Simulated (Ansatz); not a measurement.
Molecular dynamics of CH8AlNSi2 (part 3 of 3)

The same run, continued: CH8AlNSi2; UKS B3LYP/STO-3G (Ansatz 0.2.0). One setting was made poor on purpose. It belongs to a series of runs on one base structure; here: dynamics from the start.

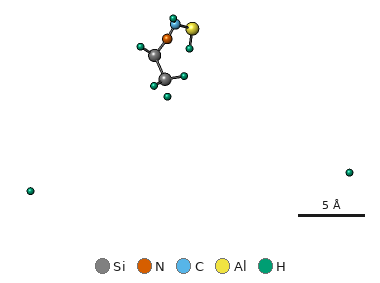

*The geometry at step 34 of the log (ball-and-stick view, seen at a tilt).*

### Trajectory as extended XYZ, continued
```
13
Properties=species:S:1:pos:R:3:forces:R:3 step=27 time_fs=81.0 energy=-24698.69763 temperature=6216.6
Si   -2.2761    0.0324    0.1752    2.4301  -2.1169   2.5830
Si   -0.2638    1.2007    0.2816    0.4153  -1.3880  -0.9860
N     1.2077   -0.0560   -0.2827    1.8809   2.2218   4.5770
C     2.1373    0.0060    0.7334   -2.2146  -1.3834  -4.6478
Al    2.6950   -0.8666   -1.3264   -1.2357   0.4686   1.1140
H    -2.1582   -1.4594    0.6184   -0.1670   2.2394  -0.2610
H    -3.0870    0.7887    1.0589   -0.7199   0.0518   0.6394
H    -2.9900   -0.0923   -0.9735   -1.1160   0.1504  -2.4993
H    -3.0709   11.9105  -11.8059    0.0000   0.0000   0.0000
H     0.0209    1.2392    1.7327   -0.1296  -0.0509  -0.1522
H    -9.7672  -15.2372    5.0792    0.0000   0.0000   0.0000
H     1.2168   -0.8250    2.7920    0.1141   0.0449  -0.1598
H     1.6583   -0.8937   -2.4821    0.7424  -0.2378  -0.2074
13
Properties=species:S:1:pos:R:3:forces:R:3 step=28 time_fs=84.0 energy=-24698.90843 temperature=6450.3
Si   -2.2782    0.0172    0.1749    2.6016   1.2131   3.9710
Si   -0.2623    1.1888    0.2956   -0.2359  -1.4310  -2.7531
N     1.2091    0.0023   -0.2196    0.0279   1.6710   2.2132
C     2.1571   -0.0137    0.6812   -0.3668  -0.9751  -2.2898
Al    2.7087   -0.8763   -1.3354    0.6224   0.3561   2.6942
H    -2.1424   -1.3460    0.5749    0.0380  -0.4576   0.4228
H    -3.1137    0.7573    1.1131   -0.0296  -0.4361  -0.0966
H    -2.9488   -0.0415   -0.9534   -1.9951   0.0849  -3.9645
H    -3.2388   12.5119  -12.4767    0.0000   0.0000   0.0000
H    -0.0343    1.3194    1.6670    0.2676   0.1040   1.8939
H   -10.1738  -15.7428    5.2318    0.0000   0.0000   0.0000
H     1.2653   -0.7732    2.7350    0.1393   0.0545  -0.1830
H     1.6022   -0.8171   -2.2686   -1.0693  -0.1838  -1.9080
13
Properties=species:S:1:pos:R:3:forces:R:3 step=29 time_fs=87.0 energy=-24698.82584 temperature=6623.7
Si   -2.2722    0.0057    0.1869   -1.8654   3.8813  -3.5906
Si   -0.2615    1.1725    0.3011   -0.1600  -0.5905   0.1222
N     1.2107    0.0710   -0.1428   -3.8982   1.4602  -1.5750
C     2.1743   -0.0404    0.6124    3.5078  -0.9915   1.7318
Al    2.7244   -0.8848   -1.3356   -0.5450   0.1250   0.7565
H    -2.1233   -1.2720    0.5677    0.3019  -3.2216   0.9344
H    -3.1431    0.6884    1.1590    0.2505  -0.4062  -0.4377
H    -3.0794    0.0167   -1.2748    1.9354   0.0127   3.2376
H    -3.4066   13.1133  -13.1474    0.0000   0.0000   0.0000
H    -0.0664    1.4087    1.7645   -0.0353  -0.1927  -0.6112
H   -10.5805  -16.2484    5.3844    0.0000   0.0000   0.0000
H     1.3258   -0.7166    2.6623    0.1781   0.0650  -0.2081
H     1.4541   -0.7564   -2.2195    0.3302  -0.1417  -0.3599
13
Properties=species:S:1:pos:R:3:forces:R:3 step=30 time_fs=90.0 energy=-24698.79371 temperature=6656.0
Si   -2.2720    0.0061    0.1877   -0.6973  -1.8914  -2.7858
Si   -0.2613    1.1544    0.3070   -0.4625  -0.0933   1.5524
N     1.1882    0.1488   -0.0757   -3.6285   1.2580  -1.7482
C     2.2169   -0.0743    0.5561    3.2911  -1.2327   2.2808
Al    2.7384   -0.8929   -1.3335   -1.4815   0.2181  -0.6203
H    -2.0782   -1.4756    0.6411   -0.2959   2.0887  -0.8677
H    -3.1508    0.5844    1.1672   -0.2036   0.2193   0.0727
H    -3.0434    0.0760   -1.3173    1.8382  -0.2325   3.5053
H    -3.5744   13.7147  -13.8181    0.0000   0.0000   0.0000
H    -0.1015    1.4813    1.8093   -0.0218  -0.2394  -1.6334
H   -10.9871  -16.7540    5.5371    0.0000   0.0000   0.0000
H     1.4016   -0.6544    2.5716    0.2766   0.1378  -0.3130
H     1.3343   -0.7078   -2.2013    1.3853  -0.2326   0.5572
13
Properties=species:S:1:pos:R:3:forces:R:3 step=31 time_fs=93.0 energy=-24699.31189 temperature=6763.4
Si   -2.2740    0.0008    0.1800    2.2626  -2.6107   2.9846
Si   -0.2625    1.1360    0.3176   -2.1165   0.8706   0.3823
N     1.1432    0.2344   -0.0195    3.7174  -1.7713   0.1387
C     2.2833   -0.1170    0.5163   -2.5159   0.5751   0.4894
Al    2.7476   -0.9003   -1.3333   -1.5859   0.2986  -0.7556
H    -2.0586   -1.4991    0.6396   -0.3896   2.3721  -1.1409
H    -3.1761    0.4994    1.1816   -0.1523   0.3670  -0.0036
H    -2.8490    0.1152   -1.0579   -1.0276  -0.0537  -2.0124
H    -3.7423   14.3160  -14.4889    0.0000   0.0000   0.0000
H    -0.1385    1.5333    1.7135    0.1240   0.1353   0.1274
H   -11.3938  -17.2596    5.6897    0.0000   0.0000   0.0000
H     1.5012   -0.5804    2.4539    0.4954   0.1064  -0.4887
H     1.3339   -0.6793   -2.1351    1.1883  -0.2894   0.2788
13
Properties=species:S:1:pos:R:3:forces:R:3 step=32 time_fs=96.0 energy=-24698.47611 temperature=6554.7
Si   -2.2689   -0.0127    0.1815    2.9359   1.5221   6.4521
Si   -0.2702    1.1203    0.3295   -3.2544   1.2733  -0.8401
N     1.1212    0.3090    0.0376    7.1865  -3.8655  -0.2271
C     2.3314   -0.1557    0.4800   -5.3341   1.9723   1.5151
Al    2.7516   -0.9068   -1.3356    0.1001  -0.1147  -0.0037
H    -2.0725   -1.3184    0.5400    0.2974  -2.3922   0.1174
H    -3.2146    0.4460    1.1958    0.2801   0.2578  -0.4251
H    -2.7431    0.1498   -0.9718   -2.9175   0.5630  -6.4684
H    -3.9101   14.9174  -15.1596    0.0000   0.0000   0.0000
H    -0.1649    1.5970    1.6286    0.1190   0.8144   1.9444
H   -11.8004  -17.7652    5.8423    0.0000   0.0000   0.0000
H     1.6436   -0.4972    2.2942    1.1126   0.0320  -1.1986
H     1.4359   -0.6758   -2.0450   -0.5255  -0.0625  -0.8661
13
Properties=species:S:1:pos:R:3:forces:R:3 step=33 time_fs=99.0 energy=-24698.99744 temperature=7577.2
Si   -2.2548   -0.0214    0.2029   -1.1927   2.8877  -4.6994
Si   -0.2880    1.1085    0.3387   -2.0691   2.7615   1.5042
N     1.1438    0.3596    0.0932    4.9781  -3.3813  -0.7192
C     2.3410   -0.1800    0.4547   -5.9059   1.7828   4.4231
Al    2.7560   -0.9136   -1.3378    1.3756  -0.5523   0.9949
H    -2.0609   -1.3437    0.4504    0.2058  -2.7477   0.1941
H    -3.2288    0.4148    1.1733   -0.0290   0.2895  -0.0299
H    -2.8885    0.2329   -1.4429    1.4323  -0.8257   4.2645
H    -4.0779   15.5188  -15.8303    0.0000   0.0000   0.0000
H    -0.1810    1.7308    1.7112   -0.1542  -0.4007  -0.8203
H   -12.2071  -18.2708    5.9950    0.0000   0.0000   0.0000
H     1.8817   -0.4113    2.0311    2.6808  -0.1065  -3.8109
H     1.4926   -0.6776   -2.0294   -1.3216   0.2928  -1.3012
13
Properties=species:S:1:pos:R:3:forces:R:3 step=34 time_fs=102.0 energy=-24700.65961 temperature=7601.2
Si   -2.2444   -0.0212    0.2098   -0.6327  -2.8882  -4.6667
Si   -0.3121    1.1053    0.3526   -0.0275   2.8203   1.7198
N     1.1972    0.3893    0.1445   -1.1251  -1.2699  -0.5959
C     2.3079   -0.1915    0.4614   -0.7066   1.5838  -6.3446
Al    2.7649   -0.9222   -1.3369   -0.4313   0.0047   0.4803
H    -2.0315   -1.6058    0.3775   -0.5902   2.7641  -0.3166
H    -3.2456    0.4085    1.1482   -0.1156   0.1903   0.1706
H    -2.9105    0.2449   -1.5467    1.5860  -0.7506   4.6196
H    -4.2458   16.1202  -16.5011    0.0000   0.0000   0.0000
H    -0.2104    1.8301    1.7231   -0.1953  -0.8528  -1.4727
H   -12.6137  -18.7764    6.1476    0.0000   0.0000   0.0000
H     2.3509   -0.3345    1.4398    1.6373  -1.6523   6.3598
H     1.4354   -0.6542   -2.1259    0.6010   0.0506   0.0465
13
Properties=species:S:1:pos:R:3:forces:R:3 step=35 time_fs=105.0 energy=-24701.94195 temperature=7713.5
Si   -2.2359   -0.0299    0.2023   -0.6604  -3.3023  -2.3364
Si   -0.3364    1.1108    0.3719    0.9859   1.7465  -0.4035
N     1.2436    0.4111    0.1920   -6.9358   1.6066   0.7951
C     2.2697   -0.1916    0.4222    8.0314  -3.0252   1.1233
Al    2.7723   -0.9307   -1.3344   -1.1755  -0.0718  -1.1287
H    -2.0529   -1.6297    0.2774   -0.4892   2.8718   0.0620
H    -3.2724    0.4186    1.1378    0.4415  -0.1348  -0.2158
H    -2.7960    0.1922   -1.2524    0.7717  -0.2954   2.3683
H    -4.4136   16.7215  -17.1718    0.0000   0.0000   0.0000
H    -0.2566    1.8559    1.6081   -0.0059   0.0546   0.3022
H   -13.0204  -19.2820    6.3002    0.0000   0.0000   0.0000
H     2.9610   -0.4000    1.3964   -2.3216   0.7474  -1.2023
H     1.4301   -0.6265   -2.2184    1.3578  -0.1975   0.6358
13
Properties=species:S:1:pos:R:3:forces:R:3 step=36 time_fs=108.0 energy=-24697.15234 temperature=8032.6
Si   -2.2295   -0.0488    0.1875    9.1017  -2.5008  23.4445
Si   -0.3576    1.1217    0.3898    1.5766   0.1230  -2.4426
N     1.2471    0.4429    0.2444   -4.2644   0.4700   2.2707
C     2.2896   -0.2135    0.3911    7.0870  -1.8820   0.3644
Al    2.7760   -0.9395   -1.3356   -0.6298  -0.4782  -1.4147
H    -2.1165   -1.4062    0.1826    0.2647  -2.7078   0.6272
H    -3.2611    0.4171    1.1089    0.4136  -0.2348   0.0671
H    -2.6149    0.1141   -0.7542   -9.8824   4.6347 -24.2154
H    -4.5814   17.3229  -17.8425    0.0000   0.0000   0.0000
H    -0.3033    1.8865    1.5192    0.0460   1.3728   2.1842
H   -13.4270  -19.7876    6.4529    0.0000   0.0000   0.0000
H     3.3712   -0.4012    1.2494   -4.3231   1.2767  -1.0637
H     1.5416   -0.6157   -2.2562    0.6101  -0.0737   0.1783
13
Properties=species:S:1:pos:R:3:forces:R:3 step=37 time_fs=111.0 energy=-24696.93702 temperature=19024.6
Si   -2.1949   -0.0755    0.2453    0.6590   3.0327  -1.9433
Si   -0.3740    1.1329    0.4002    1.4577   0.6783   0.8974
N     1.2241    0.4775    0.3110    1.4928  -2.2249   2.3655
C     2.3607   -0.2490    0.3627    0.7793   1.8644  -0.5548
Al    2.7776   -0.9499   -1.3413    0.5585  -1.1495  -0.3707
H    -2.1573   -1.4160    0.1418    0.1251  -3.1668  -0.0928
H    -3.2142    0.3954    1.0857   -0.8050   0.2849   0.8556
H    -3.2852    0.4352   -2.3421    0.4779  -0.2064   1.1267
H    -4.7493   17.9243  -18.5133    0.0000   0.0000   0.0000
H    -0.3460    2.0353    1.6185   -0.0796  -0.6266  -1.2119
H   -13.8337  -20.2932    6.6055    0.0000   0.0000   0.0000
H     3.4089   -0.2924    1.0107   -3.7232   1.0786   0.1156
H     1.7058   -0.6113   -2.2786   -0.9425   0.4355  -1.1872
13
Properties=species:S:1:pos:R:3:forces:R:3 step=38 time_fs=114.0 energy=-24694.34211 temperature=19791.1
Si   -2.1583   -0.0928    0.2970   -0.4371  -2.8366  -0.8438
Si   -0.3858    1.1463    0.4134    2.0856   0.6113   1.1791
N     1.2104    0.4984    0.3922    3.4192  -2.8506   1.4532
C     2.4374   -0.2710    0.3303  -21.6427  -0.5416 -12.5041
Al    2.7810   -0.9639   -1.3482   -0.0222  -1.1362  -0.7733
H    -2.1873   -1.6986    0.0931    0.1889   2.9609   0.5863
H    -3.2366    0.3982    1.1362    0.1050  -0.2169   0.1438
H    -3.9143    0.7386   -3.8329    0.0007  -0.0003   0.0016
H    -4.9171   18.5257  -19.1840    0.0000   0.0000   0.0000
H    -0.3956    2.1301    1.6134   -0.0267  -1.1176  -1.5824
H   -14.2403  -20.7989    6.7581    0.0000   0.0000   0.0000
H     3.1259   -0.0907    0.7821   16.5762   4.8812  12.8342
H     1.7887   -0.5694   -2.4032   -0.2468   0.2464  -0.4947
13
Properties=species:S:1:pos:R:3:forces:R:3 step=39 time_fs=117.0 energy=-24692.51226 temperature=28540.0
Si   -2.1230   -0.1189    0.3461   -1.1242  -2.4662   0.1848
Si   -0.3912    1.1615    0.4303    0.8580  -0.7471  -0.9236
N     1.2178    0.5016    0.4824    6.5698  -5.0049  -0.8668
C     2.3576   -0.2969    0.2074   -8.2551   7.3481   5.3283
Al    2.7844   -0.9816   -1.3576    0.7259  -1.7779  -4.8416
H    -2.2010   -1.7261    0.0949    0.3098   3.1101   0.5539
H    -3.2500    0.3823    1.1991    0.8004  -0.5437  -0.5883
H    -4.5433    1.0419   -5.3235    0.0000   0.0000   0.0000
H    -5.0849   19.1271  -19.8547    0.0000   0.0000   0.0000
H    -0.4476    2.1287    1.4719   -0.1002   0.5112   0.5103
H   -14.6470  -21.3045    6.9108    0.0000   0.0000   0.0000
H     4.2709    0.5316    1.6590   -0.4296  -0.2220  -0.3006
H     1.8504   -0.5063   -2.5705    0.6453  -0.2076   0.9436
13
Properties=species:S:1:pos:R:3:forces:R:3 step=40 time_fs=120.0 energy=-24693.60615 temperature=28890.9
Si   -2.0912   -0.1526    0.3958    0.1716   3.0582   0.9835
Si   -0.3939    1.1745    0.4443    0.7578  -2.2136  -2.5717
N     1.2660    0.4738    0.5672    2.2548  -2.1720  -0.6313
C     2.2182   -0.2698    0.1231   -4.6608   4.3055   4.2956
Al    2.7901   -1.0050   -1.3826    0.8885  -1.5442  -4.3650
H    -2.1880   -1.4857    0.1443    0.0832  -2.4804  -0.4990
H    -3.1945    0.3196    1.2114   -0.0232  -0.1862  -0.0902
H    -5.1724    1.3452   -6.8142    0.0000   0.0000   0.0000
H    -5.2528   19.7284  -20.5255    0.0000   0.0000   0.0000
H    -0.5081    2.1713    1.3744   -0.1282   1.5476   1.8599
H   -15.0536  -21.8101    7.0634    0.0000   0.0000   0.0000
H     5.3789    1.1347    2.5100    0.0000  -0.0001   0.0000
H     1.9677   -0.4610   -2.6565    0.6564  -0.3149   1.0182
```

The run was set up as follows.

### The input
```yaml
crystal:
  periodic: [false, false, false]
  atoms:
    - { symbol: Si, position_ang: [-2.269531, 0.169437, 0.168313] }
    - { symbol: Si, position_ang: [-0.241524, 1.17189, -0.038892] }
    - { symbol: "N", position_ang: [1.076771, 0.065398, -0.365058] }
    - { symbol: C, position_ang: [1.528785, -1.102806, 0.550071] }
    - { symbol: Al, position_ang: [2.417854, -0.734248, -1.037548] }
    - { symbol: H, position_ang: [-2.354713, -0.660355, 1.348362] }
    - { symbol: H, position_ang: [-3.322919, 1.155517, 0.264982] }
    - { symbol: H, position_ang: [-2.575945, -0.668838, -0.968795] }
    - { symbol: H, position_ang: [-0.282159, 2.128, -1.12769] }
    - { symbol: H, position_ang: [0.016346, 1.929103, 1.174776] }
    - { symbol: H, position_ang: [0.777459, -1.90636, 0.676266] }
    - { symbol: H, position_ang: [1.87887, -0.794057, 1.553831] }
    - { symbol: H, position_ang: [3.371106, -0.787281, -2.183919] }
magnetization:
  spin_polarized: true
basis:
  gaussian: { orbitals: STO-3G }
hamiltonian:
  xc: b3lyp
md:
  timestep: 3.0
  n_steps: 40
  ensemble: nve
  temperature: 1500.0
  initial_velocities: maxwell_boltzmann
  seed: 653044
```

Run as:
```bash
ansatz run input.yaml --threads 1 --pin off --max-ram 2048MiB --backend cpu --events-out ev --progress --plain --runs-dir out
```

### Summary

```tsv
quantity	value
outcome	finished
mean temperature over the second half	9943 K
trajectory	40 steps, 120 fs
ensemble	nve
temperature in the input	1500.0 K
time step	3.0 fs
potential energy (last step)	−24693.6066 eV
mean-field energy (last step)	−24693.6066 eV
⟨S²⟩ (last step)	3.113
largest force (length of the vector) (last step)	7.662 eV/Å
hardware	1 thread of Arm Neoverse N1, 16 GiB of memory available, shared host
wall time	7.7 min
peak memory	0.19 GiB
```

### Notes

A deliberately poor setting: time step. ⟨S²⟩ is 3.11 against 0.00 for a pure state: the solution is spin-contaminated. So short a trajectory is not equilibrated. The integration failed: the conserved energy drifts or the temperature runs away, so the later frames and the averages aren't results; the time step is too long for this system.
